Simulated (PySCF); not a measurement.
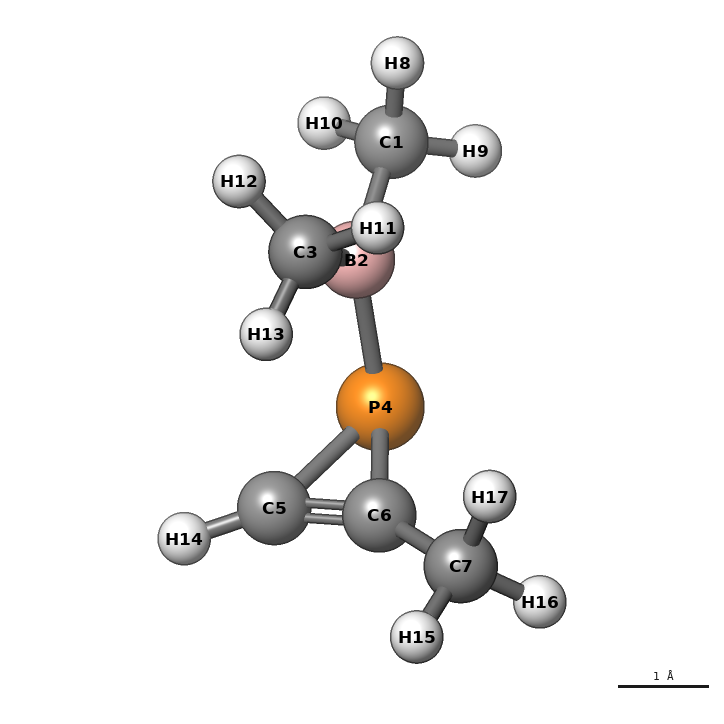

Atoms carry their numbers in the input. Computed geometry: GFN2-xTB optimisation. No frequency run is at hand to confirm it as a minimum.

**Describe the coordination of atom 3.**

C3 has 4 neighbours (B2 at 1.58, H11 at 1.09, H12 at 1.09, H13 at 1.09 Å); the arrangement is tetrahedral.

**How are the neighbours of atom 1 arranged?**

C1 has 4 neighbours (B2 at 1.58, H8 at 1.09, H9 at 1.09, H10 at 1.09 Å); the arrangement is tetrahedral.

**How are the neighbours of atom 4 arranged?**

P4 has 3 neighbours (B2 at 1.92, C5 at 1.88, C6 at 1.89 Å); the arrangement is trigonal pyramidal.

**How are the neighbours of atom 7 arranged?**

C7 has 4 neighbours (C6 at 1.46, H15 at 1.09, H16 at 1.09, H17 at 1.09 Å); the arrangement is tetrahedral.

**What is the dihedral angle B2–P4–C5–C6?**

93° in size, that is about perpendicular.
